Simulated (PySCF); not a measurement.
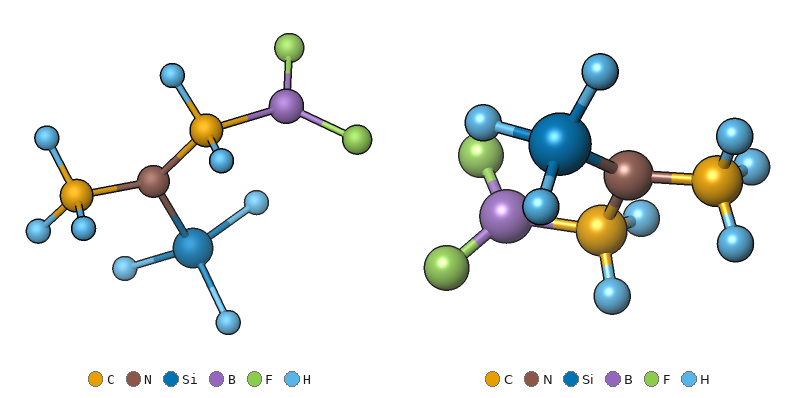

The same structure drawn twice, from different directions.

The computed structure is the end point of a GFN2-xTB optimisation. No frequency run is at hand to confirm it as a minimum.

What is the molecular formula?

C₂H₈BF₂NSi, 15 atoms: 2 carbon, 8 hydrogen, 1 boron, 2 fluorine, 1 nitrogen and 1 silicon.

Write the SMILES.

CN([SiH3])CB(F)F

Count the bonded pairs by element.

5 C–H, 3 Si–H, 2 C–N, 2 B–F, 1 N–Si, 1 C–B.

What is the point group of this geometry?

C1.

More results for the same structure follow; atom numbers are the same in all pictures, views and colours differ.

## NMR shielding

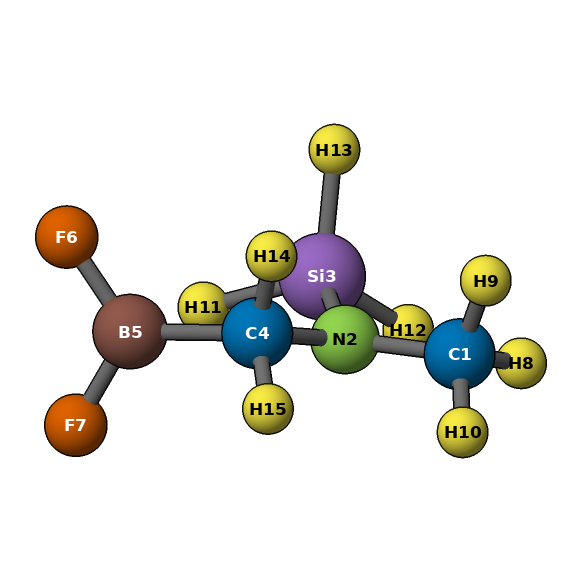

No frequency run is at hand to confirm it as a minimum. Properties computed with GIAO PBE0/pcSseg-1 NMR shielding, non-relativistic, gas phase (PySCF 2.14.0). Principal shieldings σ11 ≤ σ22 ≤ σ33, span Ω = σ33 − σ11, skew κ = 3(σiso − σ22)/Ω.

Give the shielding tensors of the N atoms.

```tsv
atom	σ11	σ22	σ33	σiso	Ω	κ
N2	226.4	263.2	286.4	258.7	60.0	−0.23
```

Shieldings and span in ppm.

## Bond orders

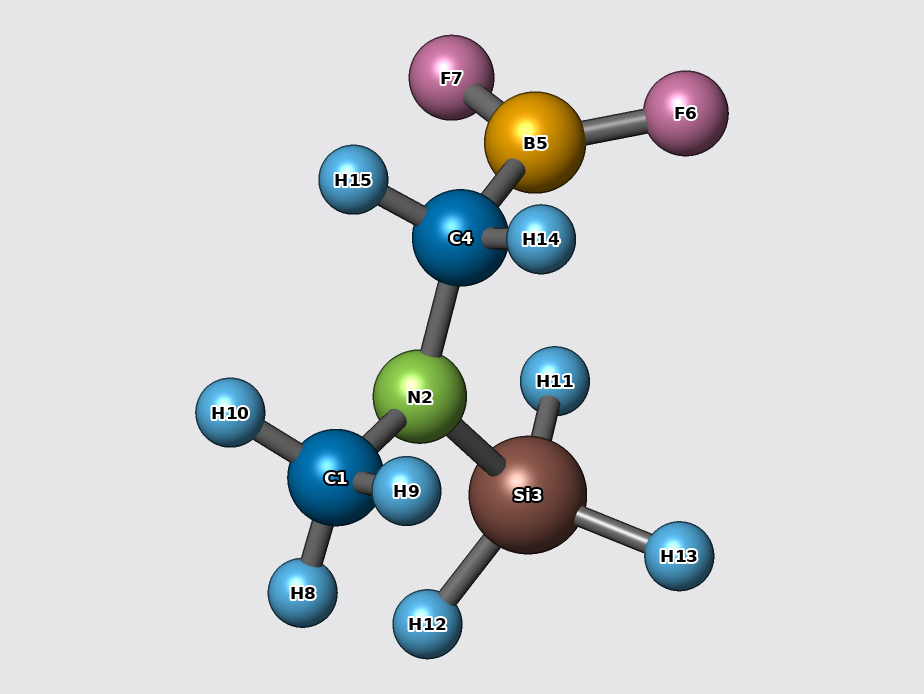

The thickness of each stick grows with its Mayer bond order. No frequency run is at hand to confirm it as a minimum. Level of theory: PBE0/pcSseg-1 (PySCF 2.14.0).

List the Mayer bond orders of C1–N2, C1–H8, C1–H9, C1–H10, N2–Si3, N2–C4, Si3–H11, Si3–H12, Si3–H13, C4–B5, C4–H14, C4–H15, B5–F6, B5–F7.

| bond | Mayer order | length (Å) |
| --- | --- | --- |
| C1–N2 | 0.95 | 1.443 |
| C1–H8 | 0.96 | 1.087 |
| C1–H9 | 0.96 | 1.097 |
| C1–H10 | 0.96 | 1.094 |
| N2–Si3 | 0.98 | 1.720 |
| N2–C4 | 0.94 | 1.455 |
| Si3–H11 | 0.90 | 1.464 |
| Si3–H12 | 0.94 | 1.461 |
| Si3–H13 | 0.89 | 1.474 |
| C4–B5 | 0.96 | 1.589 |
| C4–H14 | 0.94 | 1.102 |
| C4–H15 | 0.94 | 1.099 |
| B5–F6 | 1.11 | 1.318 |
| B5–F7 | 1.14 | 1.315 |

## Electronic properties

No frequency run is at hand to confirm it as a minimum. Level of theory: PBE0/def2-SVPD, gas phase (PySCF 2.14.0). Excitations: vertical, linear response.

What does the calculation give?

- dipole moment: 2.15 D
- HOMO energy (Kohn–Sham orbital): −6.67 eV
- LUMO energy (Kohn–Sham orbital): −0.55 eV
- HOMO–LUMO gap: 6.12 eV
- mean static polarisability: 72.6 bohr³
- lowest vertical singlet excitation: 4.74 eV
- its oscillator strength: 0.001

## Quadrupole coupling

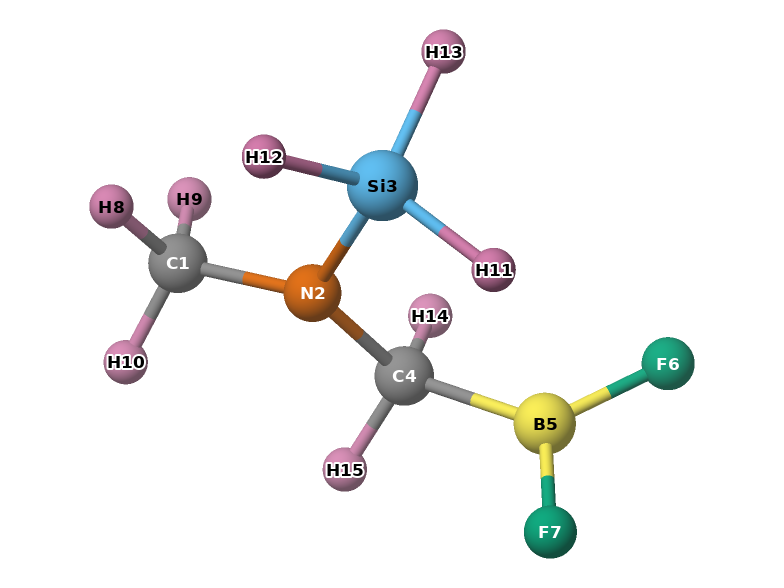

No frequency run is at hand to confirm it as a minimum. Electric field gradients from the ground-state density, PBE0/pcSseg-1 (PySCF 2.14.0), non-relativistic apart from any core potentials.

Give the largest field-gradient component, the quadrupole coupling constant and the asymmetry for 14N at N2 (Q = 20.44 mb), 11B at B5 (Q = 40.59 mb), 2H at H8 (Q = 2.86 mb), 2H at H9 (Q = 2.86 mb), 2H at H10 (Q = 2.86 mb), 2H at H11 (Q = 2.86 mb).

| atom | V_zz (a.u.) | e²qQ/h (MHz) | η |
| --- | --- | --- | --- |
| N2 | −1.168 | −5.61 | 0.40 |
| B5 | 0.390 | 3.72 | 0.61 |
| H8 | 0.311 | 0.209 | 0.07 |
| H9 | 0.293 | 0.197 | 0.05 |
| H10 | 0.299 | 0.201 | 0.06 |
| H11 | 0.156 | 0.105 | 0.13 |

The geometry is semi-empirical. Around B, Si such bond lengths and angles can be off by a tenth of an ångström or more and by several degrees, and values that hang on the shape move with them.
